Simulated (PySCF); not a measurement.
# MP2/cc-pVTZ run of [HO2]− (hydroperoxide(1-))

What is the vertical singlet–triplet gap of [HO2]− (hydroperoxide(1-)) at MP2/cc-pVTZ? Input form: a Python script.

The results are computed with PySCF 2.14.0.

## (1) The structure to begin with

[HO2]− has 3 atoms, charge -1, and is taken as a singlet. SMILES: `[O-]O`. The coordinates come from a GFN2-xTB relaxation.

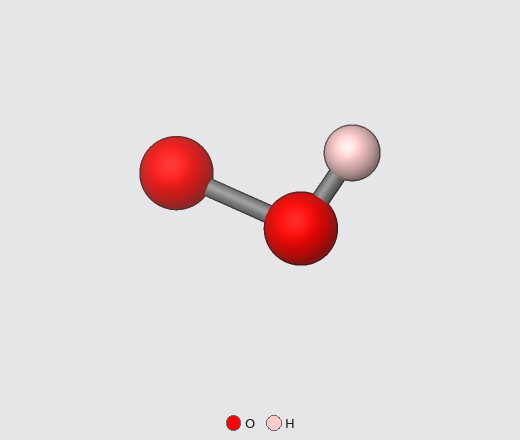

The structure, seen from a chosen angle (oxygen red, hydrogen pink).

## (2) The energy at MP2/cc-pVTZ

Input file run.py:

```python
from pyscf import gto, mp

molecule = gto.M(
    atom='O -0.355040 1.013280 -0.080710; O -0.244450 -0.436620 -0.180910; H 0.599490 -0.576670 0.261620',
    basis='cc-pvtz',
    verbose=4,
    max_memory=1860,
    charge=-1,
)

hf = molecule.RHF()
hf.conv_tol = 1e-10
hf.kernel()
if not hf.converged:
    hf = hf.newton().run(hf.mo_coeff, hf.mo_occ)

pt = mp.MP2(hf, frozen=2).run()
etot = pt.e_tot
print('Final energy', etot)
```

Command:

```
$ OMP_NUM_THREADS=1 python run.py
```

Output:

```text
PySCF version 2.14.0

[INPUT] num. atoms = 3
[INPUT] num. electrons = 18
[INPUT] charge = -1
[INPUT] spin (= nelec alpha-beta = 2S) = 0
[INPUT] symmetry False subgroup None
[INPUT] Mole.unit = angstrom
[INPUT] Symbol           X                Y                Z      unit          X                Y                Z       unit  Magmom
[INPUT]  1 O     -0.355040000000   1.013280000000  -0.080710000000 AA   -0.670928363266   1.914821687499  -0.152519795514 Bohr   0.0
[INPUT]  2 O     -0.244450000000  -0.436620000000  -0.180910000000 AA   -0.461943551150  -0.825092220508  -0.341870353195 Bohr   0.0
[INPUT]  3 H      0.599490000000  -0.576670000000   0.261620000000 AA    1.132871914416  -1.089748364253   0.494390148709 Bohr   0.0

nuclear repulsion = 29.8758653567983
number of shells = 24
number of NR pGTOs = 100
number of NR cGTOs = 74
basis = cc-pvtz
ecp = {}

******** <class 'pyscf.scf.hf.RHF'> ********
method = RHF
initial guess = minao
damping factor = 0
level_shift factor = 0
DIIS = <class 'pyscf.scf.diis.CDIIS'>
diis_start_cycle = 1
diis_space = 8
diis_damp = 0
SCF conv_tol = 1e-10
SCF conv_tol_grad = None
SCF max_cycles = 50
direct_scf = True
direct_scf_tol = 1e-13
Set gradient conv threshold to 1e-05
Initial guess from minao.
init E= -149.865266486567
  HOMO = -0.308388555438318  LUMO = -0.00476185371788951  gap/eV = 8.26210
cycle= 1 E= -150.124165985522  delta_E= -0.259  |g|= 0.587  |ddm|= 1.34
  HOMO = 0.0534773359857326  LUMO = 0.354986334906108  gap/eV = 8.20448
cycle= 2 E= -150.179270884272  delta_E= -0.0551  |g|= 0.367  |ddm|= 0.577
  HOMO = -0.0674920719887666  LUMO = 0.368972395038497  gap/eV = 11.87680
cycle= 3 E= -150.200637743873  delta_E= -0.0214  |g|= 0.0509  |ddm|= 0.184
  HOMO = -0.0738101944758149  LUMO = 0.374322093449393  gap/eV = 12.19430
cycle= 4 E= -150.201524240846  delta_E= -0.000886  |g|= 0.0298  |ddm|= 0.0412
  HOMO = -0.0758377563355239  LUMO = 0.376989280321844  gap/eV = 12.32205
cycle= 5 E= -150.201806689061  delta_E= -0.000282  |g|= 0.01  |ddm|= 0.0234
  HOMO = -0.078192700673485  LUMO = 0.377647914286547  gap/eV = 12.40405
cycle= 6 E= -150.201880809537  delta_E= -7.41e-05  |g|= 0.00315  |ddm|= 0.0162
  HOMO = -0.0781888089617109  LUMO = 0.378071548459127  gap/eV = 12.41548
cycle= 7 E= -150.201886891614  delta_E= -6.08e-06  |g|= 0.000665  |ddm|= 0.00522
  HOMO = -0.0783219412058198  LUMO = 0.378111153198772  gap/eV = 12.42018
cycle= 8 E= -150.201887196762  delta_E= -3.05e-07  |g|= 0.000205  |ddm|= 0.00126
  HOMO = -0.0783113794921881  LUMO = 0.378112508875237  gap/eV = 12.41993
cycle= 9 E= -150.201887246509  delta_E= -4.97e-08  |g|= 9.02e-05  |ddm|= 0.000531
  HOMO = -0.0783046476222093  LUMO = 0.378112307130985  gap/eV = 12.41974
cycle= 10 E= -150.201887258597  delta_E= -1.21e-08  |g|= 2.95e-05  |ddm|= 0.000302
  HOMO = -0.0783072020601292  LUMO = 0.378111906531348  gap/eV = 12.41980
cycle= 11 E= -150.201887259833  delta_E= -1.24e-09  |g|= 7.91e-06  |ddm|= 0.000108
  HOMO = -0.0783063226430105  LUMO = 0.378111586783795  gap/eV = 12.41976
cycle= 12 E= -150.201887259905  delta_E= -7.29e-11  |g|= 2.66e-06  |ddm|= 2.79e-05
  HOMO = -0.0783067916590365  LUMO = 0.378111601616746  gap/eV = 12.41978
Extra cycle  E= -150.201887259909  delta_E= -3.92e-12  |g|= 1.36e-06  |ddm|= 4.27e-06
converged SCF energy = -150.201887259909

******** <class 'pyscf.mp.mp2.RMP2'> ********
nocc = 7, nmo = 72
frozen orbitals 2
E(RMP2) = -150.695303155644  E_corr = -0.493415895734766
E(SCS-RMP2) = -150.685712171166  E_corr = -0.483824911256377
E_corr(same-spin) = -0.12493172726001
E_corr(oppo-spin) = -0.368484168474756
Final energy -150.6953031556441
```

Wall time 1.3 s (1 thread of Intel Xeon Platinum 8259CL at 2.50GHz (Skylake/Cascade Lake), shared host); peak memory 0.16 GiB.

## (3) The triplet, same level

Input file job.py:

```python
from pyscf import gto, scf, mp

mol = gto.M(
    atom=[
    ('O', (-0.355040, 1.013280, -0.080710)),
    ('O', (-0.244450, -0.436620, -0.180910)),
    ('H', (0.599490, -0.576670, 0.261620)),
],
    max_memory=1860,
    verbose=4,
    charge=-1,
    spin=2,
    basis='cc-pvtz',
)

calc0 = scf.UHF(mol)
calc0.conv_tol = 1e-10
calc0.kernel()
if not calc0.converged:
    calc0 = calc0.newton().run(calc0.mo_coeff, calc0.mo_occ)

pt = mp.MP2(calc0, frozen=2).run()
e_tot = pt.e_tot
print(f'total energy: {e_tot:.8f} hartree')
```

Command:

```
$ OMP_NUM_THREADS=1 python job.py
```

Output:

```text
PySCF version 2.14.0

[INPUT] num. atoms = 3
[INPUT] num. electrons = 18
[INPUT] charge = -1
[INPUT] spin (= nelec alpha-beta = 2S) = 2
[INPUT] symmetry False subgroup None
[INPUT] Mole.unit = angstrom
[INPUT] Symbol           X                Y                Z      unit          X                Y                Z       unit  Magmom
[INPUT]  1 O     -0.355040000000   1.013280000000  -0.080710000000 AA   -0.670928363266   1.914821687499  -0.152519795514 Bohr   0.0
[INPUT]  2 O     -0.244450000000  -0.436620000000  -0.180910000000 AA   -0.461943551150  -0.825092220508  -0.341870353195 Bohr   0.0
[INPUT]  3 H      0.599490000000  -0.576670000000   0.261620000000 AA    1.132871914416  -1.089748364253   0.494390148709 Bohr   0.0

nuclear repulsion = 29.8758653567983
number of shells = 24
number of NR pGTOs = 100
number of NR cGTOs = 74
basis = cc-pvtz
ecp = {}

[... 20 lines left out ...]
[... the frontier-level lines of each cycle are left out ...]
[... 79 lines left out ...]
SCF not converged.
SCF energy = -150.093672068712 after 50 cycles  <S^2> = 2.0261598  2S+1 = 3.0173895
[... 16 lines left out ...]
******** <class 'pyscf.scf.uhf.UHF'> Newton solver flags ********
SCF tol = 1e-10
conv_tol_grad = None
max. SCF cycles = 50
direct_scf = True
direct_scf_tol = 1e-13
max_cycle_inner = 12
max_stepsize = 0.05
ah_start_tol = 1e+09
ah_level_shift = 0
ah_conv_tol = 1e-12
ah_lindep = 1e-14
ah_start_cycle = 1
ah_max_cycle = 40
ah_grad_trust_region = 2.5
kf_interval = 4
kf_trust_region = 5
canonicalization = True
Set conv_tol_grad to 1e-05
Initial guess E= -150.093672068712  |g|= 0.00377489
macro= 0  E= -150.0949950753  delta_E= -0.00132301  |g|= 0.00377489  2 KF 8 JK
macro= 1  E= -150.097621836932  delta_E= -0.00262676  |g|= 0.0210221  3 KF 16 JK
macro= 2  E= -150.100191860939  delta_E= -0.00257002  |g|= 0.000258407  5 KF 18 JK
macro= 3  E= -150.100191877952  delta_E= -1.70138e-08  |g|= 9.45685e-06  2 KF 10 JK
macro= 4  E= -150.100191877952  delta_E= -1.13687e-13  |g|= 2.14036e-06  1 KF 2 JK
Canonicalize SCF orbitals
macro X = 5  E=-150.100191877952  |g|= 2.14036e-06  total 14 KF 60 JK
converged SCF energy = -150.100191877952  <S^2> = 2.0591772  2S+1 = 3.0391954

******** <class 'pyscf.mp.ump2.UMP2'> ********
nocc = (np.int64(8), np.int64(6)), nmo = (72, 72)
frozen orbitals 2
E(UMP2) = -150.558320945797  E_corr = -0.458129067844715
E(SCS-UMP2) = -150.545773958957  E_corr = -0.445582081005061
E_corr(same-spin) = -0.120199385086842
E_corr(oppo-spin) = -0.337929682757873
total energy: -150.55832095 hartree
```

Wall time 5.7 s (1 thread of Intel Xeon Platinum 8259CL at 2.50GHz (Skylake/Cascade Lake), shared host); peak memory 0.16 GiB.

## (4) Outcome

Level: MP2/cc-pVTZ, 2 core orbitals frozen.

```
                                                           quantity          value
                                              singlet: total energy  -150.69530 Eh
                       singlet: HOMO energy (Hartree–Fock orbitals)       -2.13 eV
                       singlet: LUMO energy (Hartree–Fock orbitals)       10.29 eV
     singlet: HOMO–LUMO gap (to an unbound level, set by the basis)       12.42 eV
               singlet: correlation energy (2 core orbitals frozen)     -493.4 mEh
                                              triplet: total energy  -150.55832 Eh
triplet: HOMO energy (Hartree–Fock orbitals) (highest over α and β)        2.90 eV
 triplet: LUMO energy (Hartree–Fock orbitals) (lowest over α and β)       10.07 eV
               triplet: correlation energy (2 core orbitals frozen)     -458.1 mEh
                         triplet: ⟨S²⟩ of the reference determinant          2.059
                   vertical energy of the triplet above the singlet       3.727 eV
```

**Reading.** At this shape the triplet lies 3.73 eV (360 kJ/mol) above the singlet. For an anion a state so high probably lies above electron detachment. Mulliken charges (singlet) of the mean-field density run from -0.71 on O1 to +0.17 on H3. Mulliken charges (triplet) of the mean-field density run from -0.67 on H3 to -0.09 on O2; they depend strongly on the basis. The HOMO (triplet) lies at positive energy, 2.90 eV: the electron is unbound at this level or held by a compact basis; values depend on the basis.
